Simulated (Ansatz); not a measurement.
## Run report: SnH₃Cl₃O₂, nudged elastic band (part 2 of 2)

SnH₃Cl₃O₂; RKS BLYP-D4/def2-SVP (Ansatz 0.2.0). The run did not end well. It belongs to a series of runs on one base structure; here: band between the two ends.

Geometry of the input (Å):
```
Sn -0.1984  -0.1069  0.0028
O  0.0128  0.0671  2.0186
H  -0.8696  0.1402  2.4436
Cl 1.9605  -0.5101  -0.8505
Cl -1.3244  1.7533  -0.9007
O  -1.3947  -1.6723  -0.3561
H  -0.8507  -2.4880  -0.4094
Cl 1.7272  2.5650  1.6758
H  1.0235  1.5286  2.1199
```

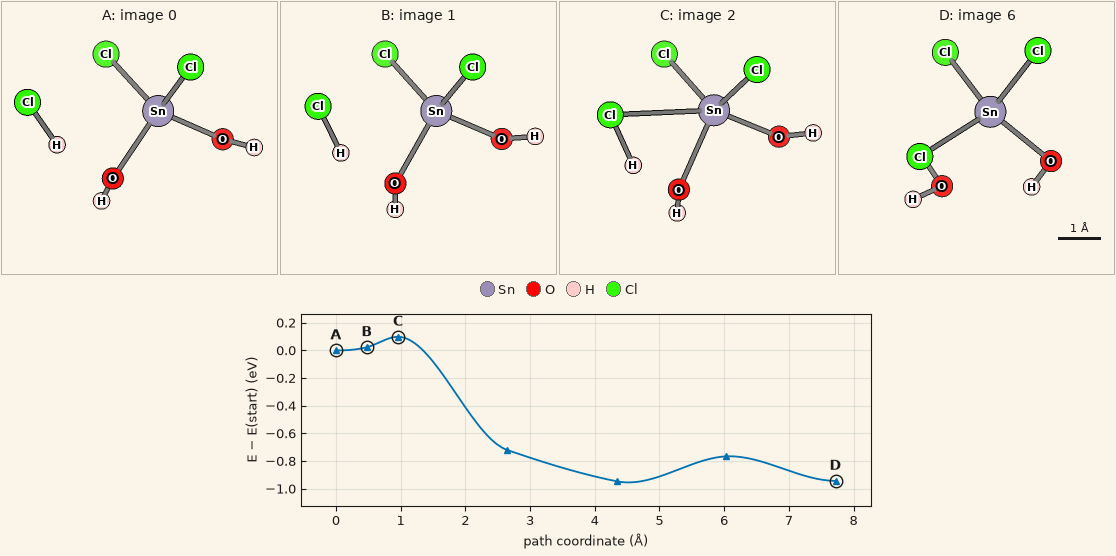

**Figure 1.** Images of the last band (counted from 0; ball-and-stick, seen at a tilt) above the energy along the path; the line is a cubic interpolation that uses the forces. The highest image is number 2, 0.098 eV above the start and 1.042 eV above the end (the climbing image); the end lies 0.943 eV below the start. A further maximum stands at image 5, −0.766 eV from the start. The path is 7.72 Å long. The band had not converged after 60 iterations.

```
Unfinished report: {"positions_ang":[[-0.007665447181059019,0.10044086611254868,0.05212467327003143],[-0.036778247997982766,0.14746106687303245,2.1486830887666617],[-0.9335756812593204,0.03579154011413047,2.533139318563348],[2.0382942265472517,-0.6318780682433752,-0.8986570556430896],[-1.2735778639009019,1.8086354598947991,-0.9820106134341867],[-1.2162198465793632,-1.4909393344401294,-0.15095176163792876],[-0.6748352658474582,-2.2524641121143745,-0.44975844361340134],[1.50394289505612,2.235991563529016,1.351452906464516],[0.686614241162713,1.323858038274353,2.1400799072640457]],"unchecked":["starts","cluster_reference","orbital_swaps","neighbouring_geometries","increment"],"mean_field":{"relativity":"none","state":{"energy":{"ev":-47527.68231352611,"hartree":-1746.6101096019504},"converged":true,"gradient_ev":0.000026573819542139614,"stability":{"kind":"minimum","curvature_ev":49.47408967987406},"curvature_floor_ev":0.00030000000000000003,"spin_squared":0.0},"others":[],"fillings":{"estimated":0,"unestimated":0,"tried":0,"untried":0,"excluded_magnetic_sites":0},"n_dropped_functions":0,"n_trapped_functions":0,"passes":{"evaluations":2,"products":14},"factors":{"origin":"density fitting in generated functions","count":1336,"bound_ev":null},"gradient_stop_ev":0.00009,"reference_kind":"stationary","functional":{"name":"BLYP","citations":["Becke, Phys. Rev. A 38, 3098 (1988) doi:10.1103/PhysRevA.38.3098","Lee, Yang & Parr, Phys. Rev. B 37, 785 (1988) doi:10.1103/PhysRevB.37.785"],"text":"name \"BLYP\"\ncite \"Becke, Phys. Rev. A 38, 3098 (1988) doi:10.1103/PhysRevA.38.3098\"\ncite \"Lee, Yang & Parr, Phys. Rev. B 37, 785 (1988) doi:10.1103/PhysRevB.37.785\"\nparameter beta = 0.0042\nparameter a = 0.04918\nparameter b = 0.132\nparameter c = 0.2533\nparameter d = 0.349\nexchange = b88_x(beta = beta)\ncorrelation = lyp_c(a = a, b = b, c = c, d = d)\n","parameters":{"a":{"value":0.04918,"default":0.04918},"b":{"value":0.132,"default":0.132},"beta":{"value":0.0042,"default":0.0042},"c":{"value":0.2533,"default":0.2533},"d":{"value":0.349,"default":0.349}},"final_grid":{"core_spheres":13.0,"valence_spheres":11.0,"degree":36.0},"final_grid_parameter_source":"default","radial_points_factor":1.0,"radial_grid_error_ev":9.346635839739679e-7,"grid_sensitivity":"normal","grid_sensitivity_ratio":0.0018663373341989008},"unsmoothed_excess_ev":-0.0003604157193999358,"symmetry":{"irreps":["A"],"axes":[[0.9996575666859048,0.0045542930642425965,0.02576834845893174],[-0.004487714663249293,0.9999864427589557,-0.002640968646390165],[-0.025780026856409507,0.0025244232955172943,0.9996644524550765]],"occupied":[{"A":46},{"A":46}]},"density_repulsion":{"missed_ev":0.00006864401317275973,"excess_ev":0.00006864401297380777,"most_excess_ev":0.001196,"are_drawn_again":false,"n_first_factors":1336,"energy_change_ev":0.0,"n_dropped_ends":0},"direct_passes":"host"},"factors":{"origin":"density fitting in generated functions","count":1336,"bound_ev":null},"n_frozen":0,"n_occupied":[46,46],"n_virtual":[77,77],"reference":{"ev":-47527.68231352611,"hartree":-1746.6101096019504},"dispersion":{"energy":{"ev":-0.6314213592486347,"hartree":-0.02320430695961807},"switches_in_reach":[]},"total":{"ev":-47528.313734885356,"hartree":-1746.6333139089102},"forces_ev_per_angstrom":[[2.056537292967342e-6,-3.53153621466748e-6,0.00001130192909939813],[-0.000016244578778075273,0.000018480366391498276,-1.6767304374873393e-6],[2.4367720824810396e-6,-0.000015130014526619842,-1.3636278963589238e-6],[-2.32914625780678e-7,8.189646355030722e-7,-3.583866963086102e-6],[-2.1909584326657017e-7,2.259743198465558e-6,-2.8987461307625195e-6],[2.8755517742437564e-6,-1.8514593381965816e-6,6.046228416668395e-6],[-6.016291920945063e-7,1.1327085275856033e-6,-5.192923915614371e-6],[-1.902785966775844e-7,-5.727500077816472e-6,1.518558271483561e-6],[0.000010119626022072128,3.5487492625512276e-6,-4.150840282679015e-6]],"charge_distribution":{"dipole_moment_e_ang":[-0.22022910766421877,-0.32615369258999066,0.2931474083335373],"mulliken_charges_e":[0.7861240332373285,-0.38489975253994935,0.20826230811537383,-0.2070857661879053,-0.1914600703292031,-0.3945793881430735,0.1853738604222781,-0.2291820340698969,0.22744680949506257],"lowdin_charges_e":[-0.23330732280335198,0.035212153947481895,0.008633744670972998,0.08805062910473893,0.0999899900285861,-0.022424571473619537,-0.013535236626594838,0.05675731519508176,-0.019376702043279348]},"n_threads":4,"memory_gib":4.261363637633622,"seconds":{"hamiltonian":0.885326292,"orbitals":0.0,"second_order":0.0,"solver_start":0.0,"cycles":0.0,"cycle":0.0,"perturbative":0.0,"full_ci_increment":0.0,"forces":0.0}}
this run last wrote the band of iteration 60 to [file]
Error: NEB band did not converge after 60 iterations: max|band force component| = 2.63e-1 eV/Å (threshold 3.0e-2); raise `neb.max_iterations` in a new run, which can start from the last band evaluated (`neb.initial_path`, with `crystal.atoms` and `neb.final_atoms` set to its first and last images), add images, or start from endpoints closer to local minima. Where this run's directory can be resumed (`checkpoint.write`), a resume goes on for up to `neb.max_iterations` more; to start a new run from the last band, take its images' positions from the `neb_iteration` event of iteration 60 (`data.images[].positions_ang`), in the event stream of the run that computed that iteration (not this run's, if it was resumed behind it). With `checkpoint.write`, `steps/00-neb/state/checkpoint.json` in the run directory holds the last saved band, under `neb.evaluated.images[].positions_ang` (a band under a hybrid functional on support functions is neither saved nor resumed: `neb.initial_path` says where its path is): check the last entry of `neb.iterations` there, which is earlier than 60 if that iteration was not saved or its write failed. If the band's step has no `state` directory and holds `state.next`, a write was cut short, and the file is under `state.next` instead (behind a loss of power it can be under `state.prev`)
this run wrote the band of iteration 60 to [file] as well, whether or not its events were kept: a new run's `neb.initial_path` can list its `images[].positions_ang`
a run's events are kept only if it was started with --events-out <file>, and are in that file
```

## The last band as extended XYZ (Å, eV, eV/Å)
```
9
Properties=species:S:1:pos:R:3:forces:R:3 image=0 energy=-47528.41178
Sn   -0.1984   -0.1069    0.0028   -0.0007   0.0014   0.0038
O     0.0128    0.0671    2.0186   -0.0004   0.0015  -0.0006
H    -0.8696    0.1402    2.4436    0.0006  -0.0015  -0.0002
Cl    1.9605   -0.5101   -0.8505   -0.0006  -0.0006  -0.0008
Cl   -1.3244    1.7533   -0.9007    0.0004   0.0008  -0.0015
O    -1.3947   -1.6723   -0.3561    0.0098  -0.0139  -0.0009
H    -0.8507   -2.4880   -0.4094   -0.0091   0.0126   0.0003
Cl    1.7272    2.5650    1.6758   -0.0004  -0.0008   0.0006
H     1.0235    1.5286    2.1199    0.0004   0.0006  -0.0007
9
Properties=species:S:1:pos:R:3:forces:R:3 image=1 energy=-47528.38870
Sn   -0.1238   -0.0146    0.0546   -0.0328  -0.0355   0.0007
O    -0.0302    0.1298    2.0918   -0.0052  -0.0053  -0.0177
H    -0.9117   -0.0340    2.4918   -0.0022  -0.0230  -0.0171
Cl    1.9772   -0.5916   -0.8614   -0.0099   0.0160   0.0212
Cl   -1.2543    1.8011   -0.9411    0.0104  -0.0050   0.0062
O    -1.3274   -1.5937   -0.2070   -0.0273  -0.0341  -0.0229
H    -0.7752   -2.3575   -0.4795   -0.0211  -0.0338  -0.0121
Cl    1.6490    2.4117    1.4666    0.0373   0.0571   0.0423
H     0.8826    1.5257    2.1282    0.0509   0.0636  -0.0005
9
Properties=species:S:1:pos:R:3:forces:R:3 image=2 energy=-47528.31337
Sn   -0.0077    0.1004    0.0521    0.0000   0.0000   0.0000
O    -0.0368    0.1475    2.1487    0.0000   0.0000   0.0000
H    -0.9336    0.0358    2.5331    0.0000   0.0000   0.0000
Cl    2.0383   -0.6319   -0.8987    0.0000   0.0000   0.0000
Cl   -1.2736    1.8086   -0.9820    0.0000   0.0000   0.0000
O    -1.2162   -1.4909   -0.1510    0.0000   0.0000   0.0000
H    -0.6748   -2.2525   -0.4498    0.0000   0.0000   0.0000
Cl    1.5039    2.2360    1.3515    0.0000   0.0000   0.0000
H     0.6866    1.3239    2.1401    0.0000   0.0000   0.0000
9
Properties=species:S:1:pos:R:3:forces:R:3 image=3 energy=-47529.13162
Sn    0.3315    0.2518   -0.0004    0.0422   0.0140  -0.0079
O    -0.3359    0.2528    2.2793   -0.0288   0.0186   0.0125
H    -1.2881    0.1762    2.4908   -0.0504   0.0299  -0.0027
Cl    1.8450   -0.4851   -1.7101   -0.0257   0.0049  -0.0973
Cl   -1.2989    1.7841   -0.8135    0.0015  -0.0069   0.0133
O    -0.6503   -1.4901    0.2461    0.0647  -0.0001   0.0568
H    -0.3991   -2.0602   -0.5131    0.0276   0.0201   0.0031
Cl    1.8795    1.7344    1.1491    0.0503  -0.0621  -0.0339
H     0.0025    1.1130    2.6160   -0.0814  -0.0183   0.0562
9
Properties=species:S:1:pos:R:3:forces:R:3 image=4 energy=-47529.35763
Sn    0.5099    0.3118    0.0546    0.0128  -0.0009  -0.0044
O    -0.4331    0.5233    2.2851   -0.0060   0.0063  -0.0039
H    -1.0392   -0.2514    2.2507    0.0286  -0.0309  -0.0195
Cl    1.4131   -0.3980   -2.0530   -0.0294   0.0238  -0.0354
Cl   -1.1277    1.9704   -0.4901    0.0165   0.0195   0.0234
O    -0.3614   -1.4416    0.5536    0.0097   0.0135   0.0201
H    -0.2715   -2.0364   -0.2226    0.0182   0.0008   0.0558
Cl    2.4078    1.2844    1.0932    0.0315  -0.0433  -0.0011
H    -1.0117    1.3144    2.2725   -0.0817   0.0112  -0.0350
9
Properties=species:S:1:pos:R:3:forces:R:3 image=5 energy=-47529.17756
Sn    0.5297    0.2362   -0.1712    0.0081  -0.0074  -0.0050
O    -0.6114    0.3309    2.1866    0.2672  -0.1795   0.0338
H    -1.4910   -0.0346    1.9603   -0.0879   0.1512  -0.0127
Cl    1.3115    0.0108   -2.4039    0.0024   0.0145  -0.0183
Cl   -0.9589    2.1101   -0.3380   -0.0058  -0.0163  -0.0060
O    -0.3341   -1.5595    0.1044    0.0231  -0.0421   0.0814
H    -0.0709   -1.8815    0.9957   -0.0271   0.0498  -0.0726
Cl    2.4577    0.7709    1.1095   -0.0115  -0.0106   0.0081
H    -0.7465    1.2934    2.3008   -0.1685   0.0403  -0.0088
9
Properties=species:S:1:pos:R:3:forces:R:3 image=6 energy=-47529.35491
Sn    0.4978    0.1666   -0.2804   -0.0016   0.0005   0.0080
O    -0.7835    0.1476    2.1437    0.0068  -0.0212  -0.0091
H    -1.4280    0.8560    1.9300    0.0048   0.0115   0.0063
Cl    1.5825    0.0241   -2.3796   -0.0040  -0.0005   0.0057
Cl   -1.2790    1.7479   -0.5823    0.0005   0.0024  -0.0010
O    -0.0523   -1.7146    0.0911    0.0075  -0.0128  -0.0109
H    -0.4994   -1.6652    0.9670   -0.0043   0.0083   0.0036
Cl    2.1187    1.1108    1.2140   -0.0006   0.0008  -0.0029
H    -0.0705    0.6037    2.6405   -0.0092   0.0110   0.0002
```

## Outcome

| quantity | value |
| --- | --- |
| outcome | not converged |
| barrier, forward (band not converged) | 0.098 eV |
| barrier, backward | 1.042 eV |
| hardware | 4 threads of Arm Neoverse V2, 24 GiB of memory available, shared host |
| wall time | 6 min (CPU time 22 min) |
| peak memory | 0.19 GiB |

## Diagnosis

The run did not converge: “NEB band did not converge after 60 iterations: max|band force component| = 2.63e-1 eV/Å (threshold 3.0e-2); raise `neb.max_iterations` in a new run, which can start from the last band evaluated (`neb.initial_path`, with `crystal.atoms` and `neb.final_atoms` set to its first and last images), add images, or start from endpoints closer to local minima …” Its last values are not results.
